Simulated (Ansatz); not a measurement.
# ClH₅Si₂···NH₃: what the fields show

Input

```
crystal:
  periodic: [false, false, false]
  atoms:
    - {symbol: Si, position_ang: [-1.280322, -0.108260, -0.229528]}
    - {symbol: N, position_ang: [0.654714, -0.460394, 1.536896]}
    - {symbol: H, position_ang: [-1.324784, -1.554626, 0.086650]}
    - {symbol: H, position_ang: [-1.667909, 0.740430, 0.920874]}
    - {symbol: Cl, position_ang: [-2.883055, 0.138924, -1.568474]}
    - {symbol: H, position_ang: [1.131748, 0.381551, 1.837114]}
    - {symbol: Si, position_ang: [0.629202, 0.592484, -1.371935]}
    - {symbol: H, position_ang: [1.360914, -1.141033, 1.282817]}
    - {symbol: H, position_ang: [0.148451, -0.826803, 2.334130]}
    - {symbol: H, position_ang: [0.339504, 1.049585, -2.756317]}
    - {symbol: H, position_ang: [1.614314, -0.524291, -1.440685]}
    - {symbol: H, position_ang: [1.277222, 1.712432, -0.631544]}
basis:
  gaussian: {orbitals: def2-TZVPP}
hamiltonian: {xc: pbe0, dispersion: d4}
output: {orbitals: {seedname: orbitals}}
```

Command:

```sh
ansatz run in.yaml --threads 4 --pin off --events-out ev --progress --plain --max-ram 9574MiB
```

The product side of a reaction path; geometry: PBE0-D4/def2-TZVP.

The calculation used RKS PBE0-D4/def2-TZVPP in Ansatz.

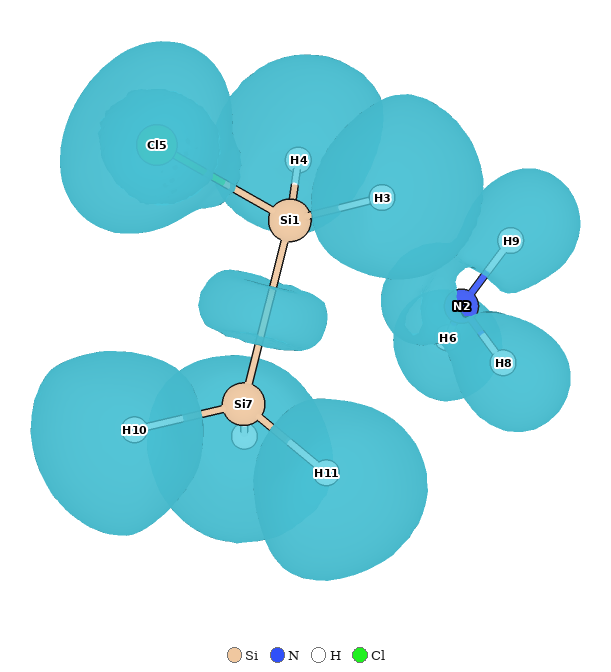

Figure 1. Isosurface of the ELF at 0.8 (cyan), seen at a tilt. Only the valence region is drawn (cores and ρ < 0.01 e/Å³ removed).

Q: What do the ELF domains correspond to?

A: The ELF exceeds this value in one region between bonded Si–Si atoms (shared pairs), five regions around hydrogen nuclei, one region on Cl in which the atom's valence shell and bonds are merged and one joined region spread over several atoms (H, N), in which their bonds and any lone pairs are merged.


Si1···N2 (2.64 Å): the ELF peaks at about 0.95 in the valence shell of N, 0.7 Å from its nucleus, and is about 0.25 at the midpoint. Si–Cl (2.10 Å): the ELF peaks at about 0.85 between the atoms: a shared but strongly polarised pair.

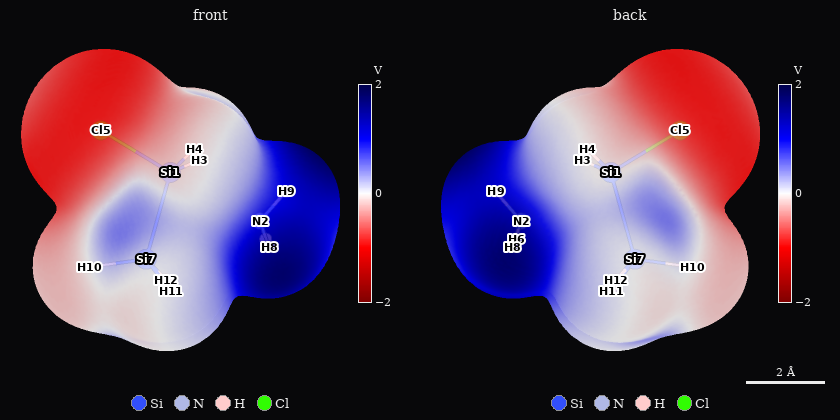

Figure 2. The molecular electrostatic potential painted on the density surface at 0.001 e/bohr³, seen from the front and from behind; the colour scale runs from red (negative) to blue (positive).

Q: Where is the surface potential most negative and most positive?

A: The most negative region (about −0.9 V) lies over Cl5, the most positive (about +1.8 V) over H6, H8 and H9.

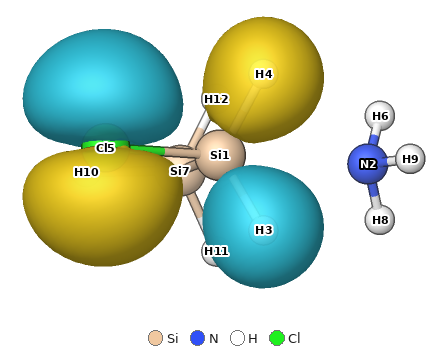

Figure 3. The HOMO−1 at ±0.08 Å⁻³ᐟ² (yellow and cyan are the two phases), seen from one side.

Q: Describe this orbital and give its energy.

A: It lies mainly on Cl5 (about 70 %), Si1 (about 15 %), H3 (about 10 %) and H4 (about 10 %); largely a lone pair of Cl5. Its energy is −8.23 eV.
